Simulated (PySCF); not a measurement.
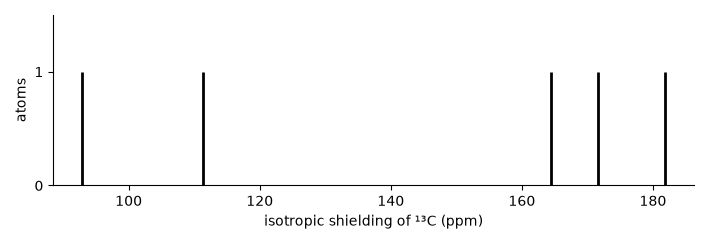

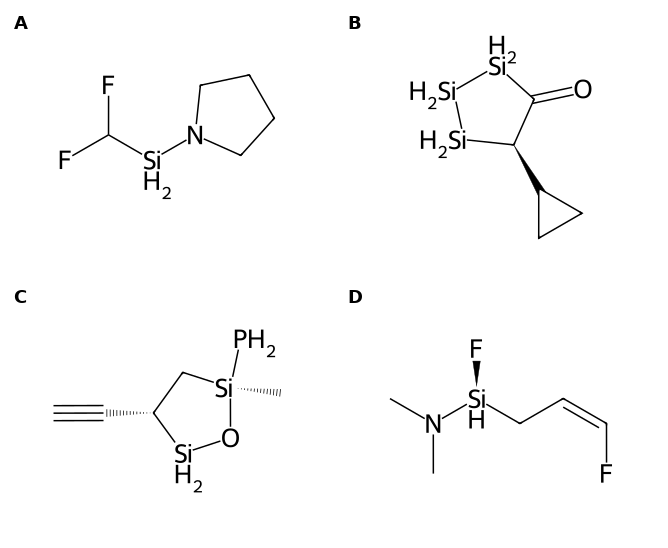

The sticks are computed shieldings of one of the molecules, for one fixed geometry (GFN2-xTB) without averaging over rotations. Low shielding means a high chemical shift. Method: GIAO PBE0/pcSseg-1 NMR shielding, non-relativistic, gas phase (PySCF 2.14.0).

**Match the spectrum to a structure.**

C, `C#C[C@@H]1C[Si@@](C)(P)O[SiH2]1`. Its 5 C atoms give lines at 92.9, 111.3, 164.4, 171.7, 181.8 ppm.

The geometry is semi-empirical. Around P, Si such bond lengths and angles can be off by a tenth of an ångström or more and by several degrees, and values that hang on the shape move with them.
